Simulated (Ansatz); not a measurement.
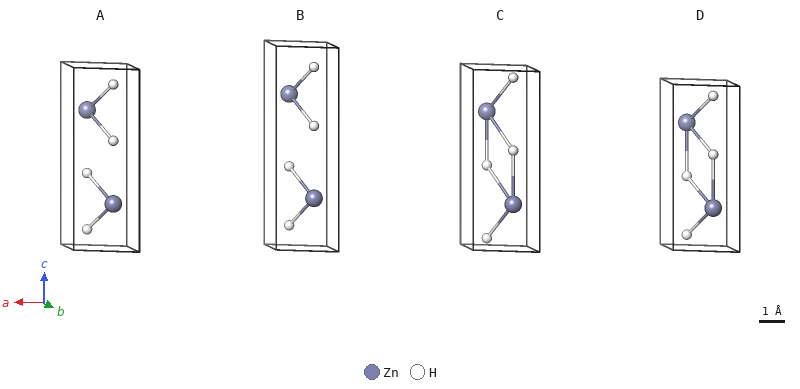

4 geometries from one relaxation of crystalline ZnH2 (a generated structure, set up in P6_3/mmc) (coarse preliminary run), in shuffled order. Style: ball-and-stick. Shown: the cell of the calculation, from a free direction.

The calculation used DFT PBE, scalar-relativistic, plane waves, PAW in Ansatz. (plane-wave cutoff 420 eV; k-point mesh 6 × 6 × 4; occupations gaussian; smearing width 0.1 eV; no spin polarisation; cell and atoms relaxed; force threshold 0.04 eV/Å; at most 70 steps)

### Order the frames from highest to lowest energy.

C, D, A, B. They are steps 0, 4, 6, 14, at +124 meV per atom, +71.0 meV per atom, +36.5 meV per atom relative to the last. Over 12 accepted moves (14 points after the start) the energy falls by 124 meV per atom. The largest force component goes from 0.18 to 0.0058 eV/Å. The pressure goes from −7.57 to 0.04 GPa. At 2 points the geometry stayed and the basis and grid were re-selected for the new cell (energy shift of 1.1 meV per atom at most each time). The largest moves relative to the cell, 0.47 Å, are those of H atoms. Zn stays in place. The volume changes by +0.4 %, with a = b 2.834 → 2.672 Å (−5.7 %), c 7.307 → 8.248 Å (+12.9 %). Some distances before and after: H–Zn 2.178 → 2.931 Å, H–Zn 2.203 → 1.950 Å. The space group stays P6_3/mmc (No. 194).
